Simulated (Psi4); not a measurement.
**[OF2]+ (SMILES F[O+]F): U-revPBE/cc-pVTZ**

Aim: the vertical doublet–quartet gap of [OF2]+ at U-revPBE/cc-pVTZ, from 2 runs. 

The results are computed with Psi4 1.11.

1 further run of the same task is left out (it didn't finish).

**1. Starting point**

[OF2]+ has 3 atoms, charge +1, and is taken as a doublet. As SMILES, `F[O+]F`. Geometry: relaxed at PBE0-D4/def2-TZVP.

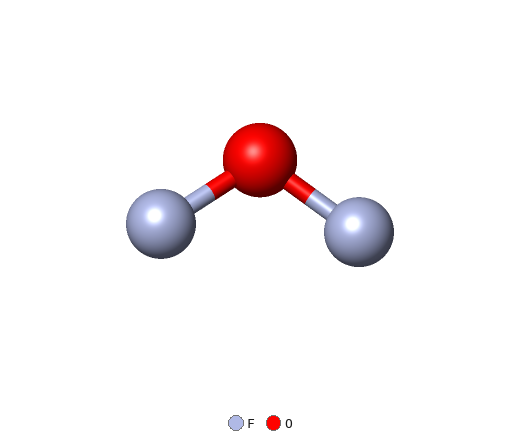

Viewed from a chosen angle; fluorine light blue, oxygen red.

**2. Energy and forces at U-revPBE/cc-pVTZ**

File f2o.xyz:

```xyz
3
F2O
F      0.920200    -0.309010     0.473410
O      0.000640     0.505210     0.055670
F     -0.920840    -0.196190    -0.529090
```

File f2o.py:

```python
import psi4

psi4.set_memory('2200 MB')
psi4.set_num_threads(1)
psi4.set_output_file('run.log', False)

with open('f2o.xyz') as f:
    atoms = ''.join(f.readlines()[2:])
m = psi4.geometry('1 2\n' + atoms + 'symmetry c1\nno_reorient\nno_com')

psi4.set_options({
    'basis': 'cc-pVTZ',
    'reference': 'uks',
    'puream': True,
    'e_convergence': 1e-09,
    'd_convergence': 1e-08,
    'scf_type': 'pk',
    'dft_radial_points': 99,
    'dft_spherical_points': 590,
    'maxiter': 100,
})

e = psi4.gradient('revpbe', molecule=m)
print('gradient / Eh bohr^-1')
print(e.np.round(6))
for k, v in sorted(psi4.core.scalar_variables().items()):
    print(f'{k:45s} {v:18.10f}')
```

Started as:

```sh
$ python f2o.py
```

run.log (excerpt; [...] marks lines left out):

```text
[...]
  Running in c1 symmetry.
[...]
  Nuclear repulsion =   79.155290775448890
[...]
  Multiplicity = 2
[...]
  Nalpha       = 13
  Nbeta        = 12
[...]
    Number of basis functions: 90
[...]
   @UKS iter   1:  -274.17961063638421    4.68283e-01   4.84535e-03 DIIS/ADIIS
[...]
   @UKS iter  12:  -274.24181056508974   -1.87583e-12   6.75270e-09 DIIS
[...]
   @S^2 Observed:                7.515322701E-01
[...]
    Orbital Energies [Eh]
    ---------------------
    Alpha Occupied:
       1A    -24.774673     2A    -24.774670     3A    -19.456009
       4A     -1.732507     5A     -1.571545     6A     -1.250282
       7A     -1.000496     8A     -0.941576     9A     -0.937238
      10A     -0.802661    11A     -0.767948    12A     -0.766657
      13A     -0.688714
    Alpha Virtual:
      14A     -0.473246    15A     -0.425406    16A      0.157565
      17A      0.167053    18A      0.173194    19A      0.293679
      20A      0.332351    21A      0.360520    22A      0.394960
      23A      0.410394    24A      0.427369    25A      0.524858
[...]
  @UKS Final Energy:  -274.24181056508974
   => Energetics <=
    Nuclear Repulsion Energy =             79.1552907754488899
    One-Electron Energy =                -528.0253405964399462
    Two-Electron Energy =                 203.4549219510766420
    DFT Exchange-Correlation Energy =     -28.8266826951752790
    Empirical Dispersion Energy =           0.0000000000000000
    VV10 Nonlocal Energy =                  0.0000000000000000
    Total Energy =                       -274.2418105650897360
[...]
 Multipole Moments:
 ------------------------------------------------------------------------------------
     Multipole            Electronic (a.u.)      Nuclear  (a.u.)        Total (a.u.)
 ------------------------------------------------------------------------------------
 L = 1.  Multiply by 2.5417464519 to convert [e a0] to [Debye]
 Dipole X            :          0.0013572           -0.0012094            0.0001478
 Dipole Y            :          1.0779515           -0.9545385            0.1234130
 Dipole Z            :          0.1189594           -0.1053711            0.0135883
 Magnitude           :                                                    0.1241589
[...]
  -Total Gradient:
     Atom            X                  Y                   Z
    ------   -----------------  -----------------  -----------------
       1       -0.033849232218     0.024851798791    -0.015937740094
       2       -0.000061270692    -0.045547988070    -0.005021316488
       3        0.033910510388     0.020702378242     0.020959738401
[...]
```

On the terminal:

```text
gradient / Eh bohr^-1
[[-3.3849e-02  2.4852e-02 -1.5938e-02]
 [-6.1000e-05 -4.5548e-02 -5.0210e-03]
 [ 3.3911e-02  2.0702e-02  2.0960e-02]]
CURRENT ENERGY                                   -274.2418105651
CURRENT REFERENCE ENERGY                         -274.2418105651
DD SOLVATION ENERGY                                 0.0000000000
DFT FUNCTIONAL TOTAL ENERGY                      -274.2418105651
DFT TOTAL ENERGY                                 -274.2418105651
DFT VV10 ENERGY                                     0.0000000000
DFT XC ENERGY                                     -28.8266826952
GRID ELECTRONS ALPHA                               12.9999998916
GRID ELECTRONS BETA                                11.9999999429
GRID ELECTRONS TOTAL                               24.9999998345
NUCLEAR REPULSION ENERGY                           79.1552907754
ONE-ELECTRON ENERGY                              -528.0253405964
PCM POLARIZATION ENERGY                             0.0000000000
PE ENERGY                                           0.0000000000
SCF ITERATION ENERGY                             -274.2418105651
SCF ITERATIONS                                     12.0000000000
SCF TOTAL ENERGY                                 -274.2418105651
TWO-ELECTRON ENERGY                               203.4549219511
XC GRID RADIAL POINTS                              99.0000000000
XC GRID SPHERICAL POINTS                          590.0000000000
XC GRID TOTAL POINTS                           166842.0000000000
```

Wall time 14 s (1 thread of Intel Xeon 6975P-C (Granite Rapids), shared host); peak memory 0.74 GiB.

**3. The quartet: the energy at U-revPBE/cc-pVTZ**

File calc.dat:

```
memory 2200 MB

molecule molecule1 {
  1 4
  F      0.920200    -0.309010     0.473410
  O      0.000640     0.505210     0.055670
  F     -0.920840    -0.196190    -0.529090
  symmetry c1
}

set basis cc-pVTZ
set reference uks
set puream true
set e_convergence 1e-09
set d_convergence 1e-08
set scf_type pk
set dft_radial_points 99
set dft_spherical_points 590
set maxiter 100

energy("revpbe")
```

Started as:

```sh
$ psi4 -n 1 calc.dat calc.out
```

calc.out (excerpt; [...] marks lines left out):

```text
[...]
  Running in c1 symmetry.
[...]
  Nuclear repulsion =   79.155290775448890
[...]
  Multiplicity = 4
[...]
  Nalpha       = 14
  Nbeta        = 11
[...]
    Number of basis functions: 90
[...]
   @UKS iter   1:  -273.94655915074742    7.01335e-01   2.79992e-03 ADIIS/DIIS
[...]
   @UKS iter  19:  -273.97184975293601   -1.32445e-11   6.66843e-09 DIIS
[...]
   @S^2 Observed:                3.756192268E+00
[...]
    Orbital Energies [Eh]
    ---------------------
    Alpha Occupied:
       1A    -24.766515     2A    -24.766500     3A    -19.377981
       4A     -1.717630     5A     -1.576803     6A     -1.258350
       7A     -1.007293     8A     -0.947259     9A     -0.927847
      10A     -0.810370    11A     -0.800481    12A     -0.786219
      13A     -0.681335    14A     -0.467749
    Alpha Virtual:
      15A     -0.429759    16A      0.153088    17A      0.154077
      18A      0.178755    19A      0.283294    20A      0.328142
      21A      0.350629    22A      0.396833    23A      0.410543
      24A      0.428676    25A      0.515351    26A      0.854547
[...]
  @UKS Final Energy:  -273.97184975293601
   => Energetics <=
    Nuclear Repulsion Energy =             79.1552907754488899
    One-Electron Energy =                -528.2228011321678878
    Two-Electron Energy =                 204.0194762816197738
    DFT Exchange-Correlation Energy =     -28.9238156778367816
    Empirical Dispersion Energy =           0.0000000000000000
    VV10 Nonlocal Energy =                  0.0000000000000000
    Total Energy =                       -273.9718497529360093
[...]
 Multipole Moments:
 ------------------------------------------------------------------------------------
     Multipole            Electronic (a.u.)      Nuclear  (a.u.)        Total (a.u.)
 ------------------------------------------------------------------------------------
 L = 1.  Multiply by 2.5417464519 to convert [e a0] to [Debye]
 Dipole X            :         -0.0138293            0.0231422            0.0093130
 Dipole Y            :         -0.2578987            0.4280823            0.1701836
 Dipole Z            :         -0.0000000            0.0000000           -0.0000000
 Magnitude           :                                                    0.1704382
[...]
```

It took 13 s on 1 thread of Intel Xeon 6975P-C (Granite Rapids), shared host; peak memory 0.73 GiB.

**4. Results**

At U-revPBE/cc-pVTZ:

```
                                        quantity          value
                           doublet: total energy  -274.24181 Eh
     doublet: HOMO energy (highest over α and β)      -18.74 eV
      doublet: LUMO energy (lowest over α and β)      -17.01 eV
                                   doublet: ⟨S²⟩          0.752
               doublet: largest force on an atom     2.356 eV/Å
                           quartet: total energy  -273.97185 Eh
     quartet: HOMO energy (highest over α and β)      -12.73 eV
                                   quartet: ⟨S²⟩          3.756
vertical energy of the quartet above the doublet       7.346 eV
```

At this shape the quartet lies 7.35 eV (709 kJ/mol) above the doublet. The largest force (doublet) is 2.36 eV/Å: the shape isn't a stationary point for this species at this level.
